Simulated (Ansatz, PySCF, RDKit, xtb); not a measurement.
# SiNH4O−: from the formula to a structure, part 2 of 2

Only the formula SiNH4O− is given (charge -1). Aim: find the structure of lowest free energy at 400 K, then its properties.

xtb, Ansatz and PySCF; isolated molecules.

## Step 11: c593 at CCSD(T)/def2-SVPD

input.yaml

```yaml
basis:
  gaussian: {orbitals: def2-SVPD}
crystal:
  periodic: [false, false, false]
  atoms:
    - symbol: "N"
      position_ang: [-0.074466, 1.010718, -0.469192]
    - symbol: O
      position_ang: [2.291035, -0.563697, -0.920761]
    - symbol: Si
      position_ang: [0.883595, -0.503219, -0.158693]
    - symbol: H
      position_ang: [0.976855, -0.631138, 1.386136]
    - symbol: H
      position_ang: [-0.865217, 1.130406, 0.176784]
    - symbol: H
      position_ang: [0.516275, 1.846050, -0.386180]
    - symbol: H
      position_ang: [-0.175228, -1.572900, -0.499916]
total_charge: -1
correlation: {method: ccsd_t, frozen_orbitals: {H: 0, Si: 5, O: 1, "N": 1}}
```

On the command line:

```
ansatz run input.yaml --threads 1 --pin off --max-ram 2610MiB --events-out events.jsonl --progress --plain --runs-dir runs
```

What it wrote (excerpt; [...] marks lines left out):

```text
Warning: RAYON_NUM_THREADS=1 ignored (pool sized by the plan → 1); use --threads N
Functional definition: HF
  name "HF"
[...]
961 factors; integrals over basis functions are off by at most 1.2e-3 eV
[...]
mean field -11440.88213275 eV, -420.4446634701 hartree, gradient 1.8e-6 eV, S^2 0.000000; 0 other end points of the search recorded, 0 dependent functions left out
7 core orbitals not correlated: weight in the atoms' cores, before any rotation towards them, 1.000 or more for the frozen orbitals, at most 0.000 for the correlated occupied ones
reference -11440.88213275 eV, -420.4446634701 hartree; 10, 10 occupied and 82, 82 virtual orbitals, 961 factors
second order -13.92017675 eV of doubles, -0.00000000 eV of singles
cycle   1  -13.98743538 eV  change   -6.7e-2 eV  update   1.2e-1
[...]
cycle  12  -14.53597021 eV  change    6.0e-6 eV  update   4.6e-6
perturbative correction -0.48798733 eV, -0.0179332035 hartree
Total energy: -11455.90609029 eV, -420.9967837261 hartree
```

It took 11 s on 1 thread of AMD EPYC (Zen 3), shared host.

## Step 12: The ranking

Energies in kcal/mol from c999a; G adds the thermal terms to the CCSD(T)/def2-SVPD + MP2/def2-TZVPPD - MP2/def2-SVPD energy. The columns left of the relaxed level are at the tight-binding geometries.

| label | SMILES | spin | GFN2-xTB | HF/STO-3G | r2SCAN-D4/def2-SVPD | PBE-D3(BJ)/def2-SVPD | HF/def2-SVPD | MP2/def2-SVPD | CCSD(T)/def2-SVPD + MP2/def2-TZVPPD - MP2/def2-SVPD | G | share at equilibrium | T1 |
| --- | --- | --- | --- | --- | --- | --- | --- | --- | --- | --- | --- | --- |
| c999a | N[SiH2][O-] | singlet | 0.0 | 0.0 | 0.0 | 0.0 | 0.0 | 0.0 | 0.0 | 0.0 | 50.1 % | 0.018 |
| c593 | N[SiH2][O-] | singlet | 0.1 | 2.8 | 1.2 | 1.4 | 0.7 | 1.5 | 1.3 | 0.0 | 49.9 % | 0.018 |
| c186a | [NH-][SiH2]O | singlet | 27.9 | 3.5 | 13.8 | 14.1 | 14.6 | 15.0 | 14.3 | 12.9 | < 0.1 % | 0.017 |

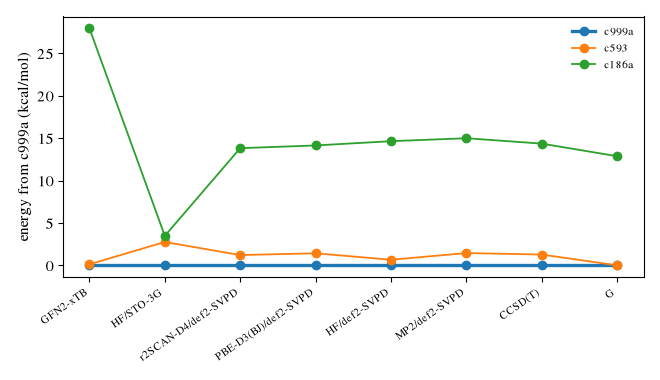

The finalists at each level, measured from c999a.

Lowest found: c999a, `N[SiH2][O-]`, a singlet of point group Cs. Bond lengths: N1–Si3 1.824 Å, O2–Si3 1.605 Å, N1–H4 1.028 Å, N1–H5 1.028 Å, Si3–H6 1.540 Å, Si3–H7 1.540 Å. Angles: N1–Si3–O2 119.8°, N1–Si3–H6 99.3°, N1–Si3–H7 99.3°, O2–Si3–H6 115.6°, O2–Si3–H7 115.6°, Si3–N1–H4 110.8°, Si3–N1–H5 110.8°, H6–Si3–H7 104.5°, H4–N1–H5 105.5°.

```xyz
7

N    -1.4023   -1.0900    0.4905
O     1.0075    0.5294    1.1097
Si   -0.5795    0.4925    0.8702
H    -1.2411   -1.7745    1.2401
H    -1.0064   -1.5129   -0.3585
H    -1.0937    1.3302   -0.3157
H    -1.4436    0.9414    2.0636
```

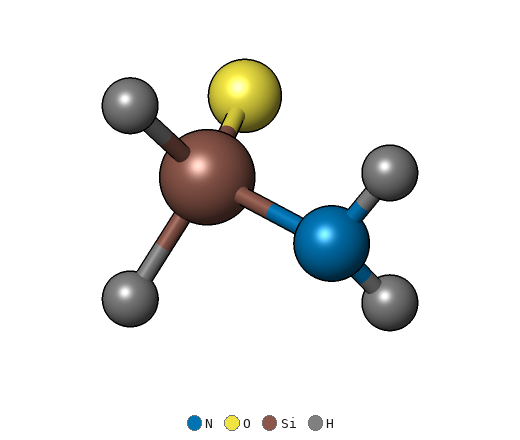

The lowest structure found, seen from a chosen angle (nitrogen blue, oxygen yellow, silicon brown, hydrogen grey).

## Step 13: Density, orbitals and dipole (PBE0/def2-TZVPD)

input.yaml

```yaml
crystal:
  periodic: [false, false, false]
  atoms:
    - {symbol: N, position_ang: [-1.402312, -1.090006, 0.490500]}
    - {symbol: O, position_ang: [1.007504, 0.529442, 1.109675]}
    - {symbol: Si, position_ang: [-0.579527, 0.492500, 0.870200]}
    - {symbol: H, position_ang: [-1.241107, -1.774472, 1.240108]}
    - {symbol: H, position_ang: [-1.006393, -1.512942, -0.358484]}
    - {symbol: H, position_ang: [-1.093676, 1.330235, -0.315653]}
    - {symbol: H, position_ang: [-1.443616, 0.941378, 2.063630]}
basis:
  gaussian:
    orbitals: def2-TZVPD
total_charge: -1
hamiltonian:
  xc: {name: PBE0}
output:
  forces: true
  orbitals: {seedname: orbitals}
```

On the command line:

```
ansatz run input.yaml --threads 1 --pin off --max-ram 2610MiB --events-out events.jsonl --progress --plain --runs-dir runs
```

What it wrote (excerpt; [...] marks lines left out):

```text
Warning: RAYON_NUM_THREADS=1 ignored (pool sized by the plan → 1); use --threads N
Functional definition: PBE0
  name "PBE0"
[...]
863 factors; their error is unknown
[...]
mean field -11476.78963663 eV, -421.7642398987 hartree, gradient 5.5e-5 eV, S^2 0.000000; 0 other end points of the search recorded, 0 dependent functions left out
[...]
reference -11476.78967235 eV, -421.7642412114 hartree; 17, 17 occupied and 139, 139 virtual orbitals, 863 factors
Total energy: -11476.78967235 eV, -421.7642412114 hartree
Atom 0 at    -1.402312    -1.090006     0.490500 Å, force     0.534474    -0.015578     0.075776 eV/Å
Atom 1 at     1.007504     0.529442     1.109675 Å, force    -1.784592    -0.067783    -0.273564 eV/Å
Atom 2 at    -0.579527     0.492500     0.870200 Å, force     1.181056    -0.293909     0.125737 eV/Å
Atom 3 at    -1.241107    -1.774472     1.240108 Å, force    -0.047958     0.362163    -0.373737 eV/Å
Atom 4 at    -1.006393    -1.512942    -0.358484 Å, force    -0.167299     0.229290     0.439070 eV/Å
Atom 5 at    -1.093676     1.330235    -0.315653 Å, force     0.110813    -0.141835     0.216167 eV/Å
Atom 6 at    -1.443616     0.941378     2.063630 Å, force     0.173505    -0.072349    -0.209448 eV/Å
Dipole moment:    -0.473977    -0.499897    -0.151505 e Å
```

It took 5.4 s on 1 thread of AMD EPYC (Zen 3), shared host.

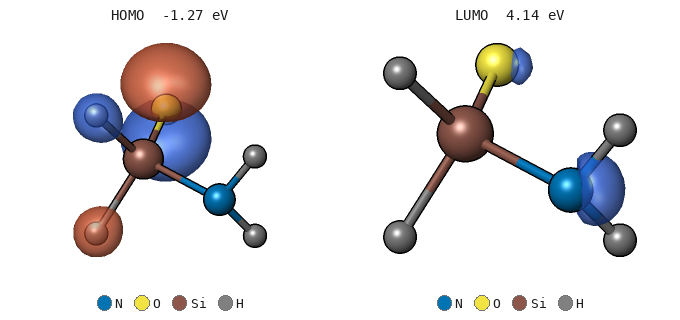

Frontier orbitals of this run, surfaces at ±0.2 Å^-3/2.

## Step 14: Frequencies after a tight-binding relaxation (GFN2-xTB)

start.xyz

```xyz
7
c999a
N     -1.402312    -1.090006     0.490500
O      1.007504     0.529442     1.109675
Si    -0.579527     0.492500     0.870200
H     -1.241107    -1.774472     1.240108
H     -1.006393    -1.512942    -0.358484
H     -1.093676     1.330235    -0.315653
H     -1.443616     0.941378     2.063630
```

On the command line:

```
xtb start.xyz --gfn 2 --ohess tight --chrg -1
```

What it wrote (excerpt; [...] marks lines left out):

```text
* xtb version 6.7.1
[...]
          :  # basis functions                  22          :
[...]
          :  # electrons                        20          :
[...]
          :  Hamiltonian                  GFN2-xTB          :
[...]
          :  net charge                         -1          :
          :  unpaired electrons                  0          :
[...]
   *** convergence criteria satisfied after 13 iterations ***
[...]
   *** GEOMETRY OPTIMIZATION CONVERGED AFTER 7 ITERATIONS ***
[...]
   *** convergence criteria satisfied after 3 iterations ***
[...]
         ::                     SUMMARY                     ::
         :::::::::::::::::::::::::::::::::::::::::::::::::::::
         :: total energy             -11.021053583814 Eh    ::
         :: gradient norm              0.000212543219 Eh/a0 ::
         :: HOMO-LUMO gap              7.189130320707 eV    ::
         ::.................................................::
         :: SCC energy               -11.108061216406 Eh    ::
         :: -> isotropic ES            0.190850428753 Eh    ::
         :: -> anisotropic ES          0.010887812223 Eh    ::
         :: -> anisotropic XC         -0.003658067231 Eh    ::
         :: -> dispersion             -0.004345238138 Eh    ::
         :: repulsion energy           0.087007632592 Eh    ::
         :: add. restraining           0.000000000000 Eh    ::
         :: total charge              -1.000000000000 e     ::
         :::::::::::::::::::::::::::::::::::::::::::::::::::::
[...]
        10        2.0000           -0.1602440              -4.3605 (HOMO)
        11                          0.1039514               2.8287 (LUMO)
[...]
     #   Z          covCN         q      C6AA      α(0)
     1   7 N        2.537    -0.498    33.290     8.569
     2   8 O        0.771    -0.601    26.189     6.859
     3  14 Si       3.399     0.456   108.126    20.478
     4   1 H        0.861     0.060     2.217     2.332
     5   1 H        0.861     0.060     2.217     2.332
     6   1 H        0.905    -0.238    14.236     5.903
     7   1 H        0.905    -0.238    14.236     5.903
[...]
          | TOTAL ENERGY              -11.021053583815 Eh   |
          | TOTAL ENTHALPY            -10.971923679899 Eh   |
          | TOTAL FREE ENERGY         -11.004049406305 Eh   |
          | GRADIENT NORM               0.000212789483 Eh/α |
[...]
```

Run time: 0.18 s. Hardware: 1 thread of AMD EPYC (Zen 3), shared host.

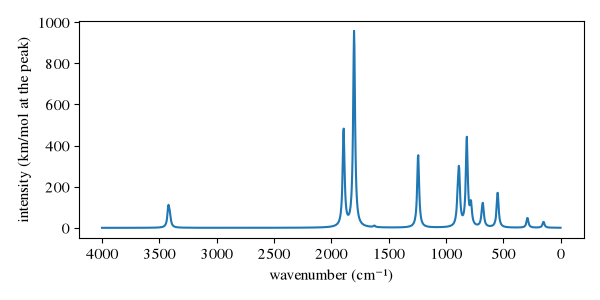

Harmonic infrared spectrum, unscaled, lines broadened by 10 cm⁻¹.

## Step 15: Electronic excitations (TD-CAM-B3LYP/def2-SVPD)

An in-house driver calls PySCF's response routines at TD-CAM-B3LYP/def2-SVPD; it has no typed input.

What it wrote:

```text
coarse grid: 6256 points
cycle   1  E = -421.4412654412  dE = -9.693e-03  |g| = 1.026e+00  |ddm| = 2.771e+00
cycle   2  E = -420.5317307656  dE =  9.095e-01  |g| = 2.230e+00  |ddm| = 7.260e+00
cycle   3  E = -421.6700426737  dE = -1.138e+00  |g| = 2.065e-01  |ddm| = 5.828e+00
cycle   4  E = -421.6761935527  dE = -6.151e-03  |g| = 1.388e-01  |ddm| = 5.068e-01
cycle   5  E = -421.6802707166  dE = -4.077e-03  |g| = 9.578e-03  |ddm| = 2.411e-01
cycle   6  E = -421.6803012334  dE = -3.052e-05  |g| = 2.232e-03  |ddm| = 3.350e-02
cycle   7  E = -421.6803033271  dE = -2.094e-06  |g| = 3.468e-04  |ddm| = 9.117e-03
final grid: 55616 points
cycle   8  E = -421.7395117076  dE = -7.526e-06  |g| = 2.126e-03  |ddm| = 1.633e-02
cycle   9  E = -421.7395109075  dE =  8.001e-07  |g| = 2.983e-03  |ddm| = 7.210e-03
cycle  10  E = -421.7395127222  dE = -1.815e-06  |g| = 3.580e-04  |ddm| = 3.966e-03
cycle  11  E = -421.7395127428  dE = -2.059e-08  |g| = 1.748e-04  |ddm| = 4.668e-04
cycle  12  E = -421.7395127497  dE = -6.828e-09  |g| = 1.339e-05  |ddm| = 3.536e-04
cycle  13  E = -421.7395127498  dE = -8.811e-11  |g| = 3.531e-06  |ddm| = 6.642e-05
converged SCF energy = -421.7395127498

Static polarisability (au): isotropic 52.610, principal 49.845 52.477 55.507

Singlet excitations
state   eV       nm        f      main configurations
  1   5.2207    237.5   0.00301   H->L 0.93
  2   5.3571    231.4   0.06208   H-1->L 0.91
  3   6.0686    204.3   0.00011   H->L+1 0.84
  4   6.1870    200.4   0.01963   H-1->L+1 0.46, H-2->L 0.38
  5   6.4941    190.9   0.02137   H-1->L+1 0.43, H-2->L 0.39
  6   6.5096    190.5   0.06303   H->L+2 0.87
  7   6.8058    182.2   0.05882   H-1->L+2 0.83
  8   7.0111    176.8   0.03285   H->L+4 0.76, H-1->L+3 0.09

Triplet excitations (Tamm-Dancoff, eV): 5.0461 5.0942 5.8970
```

Wall time 7.2 s (1 thread of AMD EPYC (Zen 3), shared host).

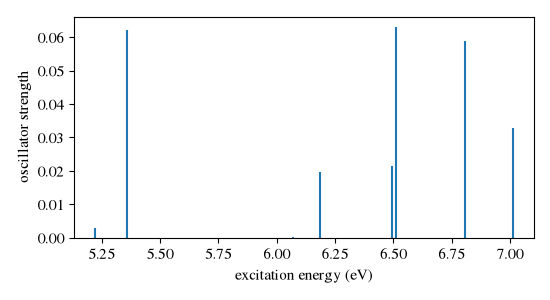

Vertical excitations as sticks.

The roots found:

| excited state | energy (eV) | strength |
| --- | --- | --- |
| 1 | 5.221 | 0.0030 |
| 2 | 5.357 | 0.0621 |
| 3 | 6.069 | 0.0001 |
| 4 | 6.187 | 0.0196 |
| 5 | 6.494 | 0.0214 |
| 6 | 6.510 | 0.0630 |
| 7 | 6.806 | 0.0588 |
| 8 | 7.011 | 0.0328 |

## Step 16: NMR shieldings (GIAO PBE0/pcSseg-1)

An in-house driver calls PySCF's response routines at GIAO PBE0/pcSseg-1; it has no typed input.

What it wrote:

```text
coarse grid: 6256 points
cycle   1  E = -421.3951239575  dE =  6.812e-02  |g| = 1.063e+00  |ddm| = 2.287e+00
cycle   2  E = -419.7335480084  dE =  1.662e+00  |g| = 2.689e+00  |ddm| = 6.891e+00
cycle   3  E = -421.6001376728  dE = -1.867e+00  |g| = 3.638e-01  |ddm| = 6.316e+00
cycle   4  E = -421.6216450436  dE = -2.151e-02  |g| = 2.353e-01  |ddm| = 4.997e-01
cycle   5  E = -421.6326097680  dE = -1.096e-02  |g| = 1.949e-02  |ddm| = 1.552e-01
cycle   6  E = -421.6327103531  dE = -1.006e-04  |g| = 5.457e-03  |ddm| = 2.783e-02
cycle   7  E = -421.6327179093  dE = -7.556e-06  |g| = 1.162e-03  |ddm| = 7.412e-03
final grid: 55616 points
cycle   8  E = -421.6570126478  dE =  5.282e-06  |g| = 1.096e-02  |ddm| = 1.348e-02
cycle   9  E = -421.6569380165  dE =  7.463e-05  |g| = 2.242e-02  |ddm| = 2.981e-02
cycle  10  E = -421.6570347785  dE = -9.676e-05  |g| = 1.360e-03  |ddm| = 2.172e-02
cycle  11  E = -421.6570351322  dE = -3.538e-07  |g| = 2.279e-04  |ddm| = 1.300e-03
cycle  12  E = -421.6570351431  dE = -1.088e-08  |g| = 3.566e-05  |ddm| = 2.061e-04
cycle  13  E = -421.6570351433  dE = -2.232e-10  |g| = 9.788e-06  |ddm| = 4.236e-05
converged SCF energy = -421.6570351433

GIAO shielding tensors (ppm)
atom      isotropic    diamagn.    paramagn.     s11        s22        s33       span
  0 N      217.988     320.052    -102.065    197.779    207.027    249.157     51.379
  1 O      138.065     398.680    -260.614     67.770    111.328    235.097    167.327
  2 Si     408.524     877.380    -468.856    308.084    365.986    551.502    243.417
  3 H       31.938      32.041      -0.103     27.150     28.238     40.427     13.277
  4 H       31.937      33.656      -1.719     27.148     28.238     40.426     13.278
  5 H       26.134      29.898      -3.764     22.303     24.253     31.846      9.543
  6 H       26.134      28.584      -2.450     22.302     24.253     31.846      9.544
```

Run time: 4.8 s. Hardware: 1 thread of AMD EPYC (Zen 3), shared host.

Isotropic shieldings, averaged over atoms that the bond graph makes equivalent (absolute, not shifts):

| atoms | shielding (ppm) |
| --- | --- |
| N1 | 218.0 |
| O2 | 138.1 |
| Si3 | 408.5 |
| H4, H5 | 31.94 |
| H6, H7 | 26.13 |

## Step 17: One electron fewer at the same geometry (PBE0/def2-TZVPD)

input.yaml: that of step 13 with these lines changed.

```diff
@@ -3,3 +3,3 @@
   atoms:
-    - {symbol: N, position_ang: [-1.402312, -1.090006, 0.490500]}
+    - {symbol: "N", position_ang: [-1.402312, -1.090006, 0.490500]}
     - {symbol: O, position_ang: [1.007504, 0.529442, 1.109675]}
@@ -13,7 +13,7 @@
     orbitals: def2-TZVPD
-total_charge: -1
+total_charge: 0
+magnetization:
+  spin_polarized: true
+  initial_magnetization: 1
 hamiltonian:
   xc: {name: PBE0}
-output:
-  forces: true
-  orbitals: {seedname: orbitals}
```

On the command line:

```
ansatz run input.yaml --threads 1 --pin off --max-ram 2610MiB --events-out events.jsonl --progress --plain --runs-dir runs
```

What it wrote:

```text
Warning: RAYON_NUM_THREADS=1 ignored (pool sized by the plan → 1); use --threads N
[... 2 set-up lines as earlier in the session ...]
  parameter a = 0.25
  parameter kappa = 0.804
  parameter beta = 0.06672455060314922
  exchange = (1 - a)*pbe_x(kappa = kappa, mu = beta*pi^2/3) + a*exact_x
  correlation = pbe_c(beta = beta)
863 factors; their error is unknown
mean field evaluation 1: about -11460.8118 eV, gradient 5.6e1 eV
mean field evaluation 2: about -11399.8263 eV, gradient 1.2e2 eV
mean field evaluation 4: about -11470.2845 eV, gradient 2.7e1 eV
mean field evaluation 8: about -11473.4877 eV, gradient 3.9e-1 eV
mean field evaluation 16: about -11473.4978 eV, gradient 2.7e-3 eV
mean field evaluation 32: about -11473.4978 eV, gradient 7.3e-5 eV
mean field -11473.49784345 eV, -421.6432687306 hartree, gradient 1.9e-6 eV, S^2 0.757486; 4 other end points of the search recorded, 0 dependent functions left out
reference -11473.49788089 eV, -421.6432701064 hartree; 17, 16 occupied and 139, 140 virtual orbitals, 863 factors
Total energy: -11473.49788089 eV, -421.6432701064 hartree
```

It took 27 s on 1 thread of AMD EPYC (Zen 3), shared host.

Difference from the parent: 3.29 eV.

## Step 18: The triplet at the same geometry (PBE0/def2-TZVPD)

input.yaml: that of step 17 with these lines changed.

```diff
@@ -11,9 +11,5 @@
 basis:
-  gaussian:
-    orbitals: def2-TZVPD
-total_charge: 0
-magnetization:
-  spin_polarized: true
-  initial_magnetization: 1
-hamiltonian:
-  xc: {name: PBE0}
+  gaussian: {orbitals: def2-TZVPD}
+total_charge: -1
+hamiltonian: {xc: pbe0}
+magnetization: {spin_polarized: true, initial_magnetization: 2}
```

On the command line:

```
ansatz run input.yaml --threads 1 --pin off --max-ram 2610MiB --events-out events.jsonl --progress --plain --runs-dir runs
```

What it wrote (excerpt; [...] marks lines left out):

```text
Warning: RAYON_NUM_THREADS=1 ignored (pool sized by the plan → 1); use --threads N
[... 2 set-up lines as earlier in the session ...]
[...]
863 factors; their error is unknown
[...]
mean field -11472.47377131 eV, -421.6056347738 hartree, gradient 1.2e-6 eV, S^2 2.013139; 14 other end points of the search recorded, 0 dependent functions left out
reference -11472.47380408 eV, -421.6056359778 hartree; 18, 16 occupied and 138, 140 virtual orbitals, 863 factors
Total energy: -11472.47380408 eV, -421.6056359778 hartree
```

It took 96 s on 1 thread of AMD EPYC (Zen 3), shared host.

It lies 4.32 eV above the singlet.

## Step 19: Stability of the closed-shell solution (PBE0/def2-SVP)

start.xyz: that of step 14 with these lines changed.

```diff
@@ -1,3 +1,3 @@
 7
-c999a
+H4NOSi
 N     -1.402312    -1.090006     0.490500
```

job.py

```python
from pyscf import gto, dft

system = gto.M(
    atom='start.xyz',
    spin=0,
    charge=-1,
    verbose=3,
    max_memory=1860,
    basis='def2-svp',
)

ks = dft.RKS(system, xc='pbe0')
ks = ks.density_fit(auxbasis='def2-universal-jkfit')
ks.grids.level = 3
ks.max_cycle = 100
ks.kernel()
if not ks.converged:
    ks = ks.newton().run(ks.mo_coeff, ks.mo_occ)

energy = ks.e_tot
print('E = %.10f Eh' % energy)
mo_i, mo_e, stable_i, stable_e = ks.stability(internal=True, external=True, return_status=True)
print('stable: internal', stable_i, 'external', stable_e)
```

On the command line:

```
OMP_NUM_THREADS=1 python job.py
```

What it wrote:

```text
converged SCF energy = -421.472520732948
E = -421.4725207329 Eh
<class 'pyscf.df.df_jk.DFRKS'> wavefunction is stable in the internal stability analysis
<class 'pyscf.df.df_jk.DFRKS'> wavefunction is stable in the real -> complex stability analysis
<class 'pyscf.df.df_jk.DFRKS'> wavefunction is stable in the RHF/RKS -> UHF/UKS stability analysis
stable: internal True external True
```

Run time: 31 s. Hardware: 1 thread of AMD EPYC (Zen 3), shared host.

## Step 20: Results

This closing draws on all 2 parts.

```
                                                               quantity                                                                    value
                                                 lowest structure found                                                 N[SiH2][O-], singlet, Cs
                                                          next finalist                           N[SiH2][O-], singlet, 0.0 kcal/mol higher in G
                              share at equilibrium, among the finalists                                                                   50.1 %
                                                                 funnel  26 starts, 21 minima at GFN2-xTB, 7 screening runs, 4 relaxed, 3 ranked
                                                   CPU time of all runs                                                                   13 min
        harmonic wavenumbers, lowest and highest (PBE-D3(BJ)/def2-SVPD)                                                        167 and 3488 cm⁻¹
                                    rotational constants, same geometry                                               0.8172, 0.222, 0.1918 cm⁻¹
                                          HOMO energy (PBE0/def2-TZVPD)                                                                 -1.27 eV
                                          LUMO energy (PBE0/def2-TZVPD)                                                                  4.14 eV
HOMO–LUMO gap (to an unbound level, set by the basis) (PBE0/def2-TZVPD)                                                                  5.40 eV
                             lowest excitation (TD-CAM-B3LYP/def2-SVPD)                                                      5.22 eV (f = 0.003)
                           strongest of the states computed, same level                                                      6.51 eV (f = 0.063)
                    lowest triplet excitation, same level, Tamm-Dancoff                                                                  5.05 eV
                                             vertical detachment energy                                                                  3.29 eV
                                          vertical triplet less singlet                                                                 +4.32 eV
```

In words: The search ends on `N[SiH2][O-]`. The next finalist is drawn with the same bonds. At 0.0 kcal/mol the two aren't resolved. GFN2-xTB, HF/STO-3G, r2SCAN-D4/def2-SVPD, PBE-D3(BJ)/def2-SVPD, HF/def2-SVPD and MP2/def2-SVPD already put its bonding pattern lowest among the structures in one piece. The largest share of the time went into recheck (27 %). 2 minima inside the window were never screened. In an anion, excitations above the detachment energy lie in the continuum and hang on the basis, so they needn't be bound states. The search is not exhaustive (a finite list of starts, one conformer a finalist), so a lower isomer can't be ruled out. Patterns outside the rules of the enumeration were met only by chance.
